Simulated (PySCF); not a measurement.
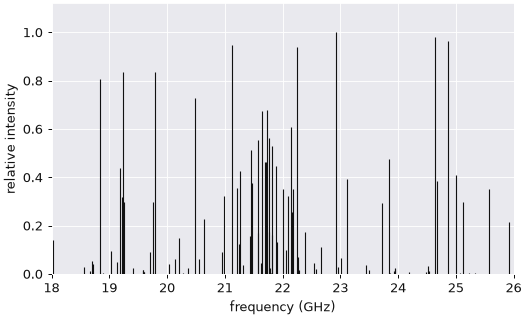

Simulated rotational absorption lines between 18 and 26 GHz at 2 K: rigid rotor with the equilibrium constants and dipole of one optimised conformer (PBE0-D3(BJ)/def2-SVP, PySCF), commonest isotopes; no centrifugal distortion, hyperfine structure, internal rotation or nuclear-spin weights; lines within 1 MHz of each other are summed.

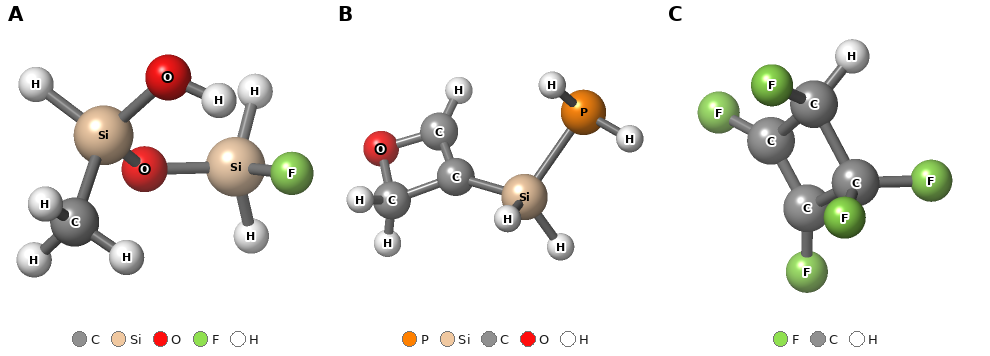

### Which molecule gives this spectrum? The candidates are drawn in the second picture.

Structure B, C₃H₇OPSi, SMILES P[SiH2]C1=COC1. Rotational constants A, B, C = 5.421, 1.166, 0.9901 GHz, |μa|, |μb|, |μc| = 0.01, 1.02, 0.59 D.

Caveats: coarse grid, loose stop and no frequency check, small forces are noise and the end may be a saddle.
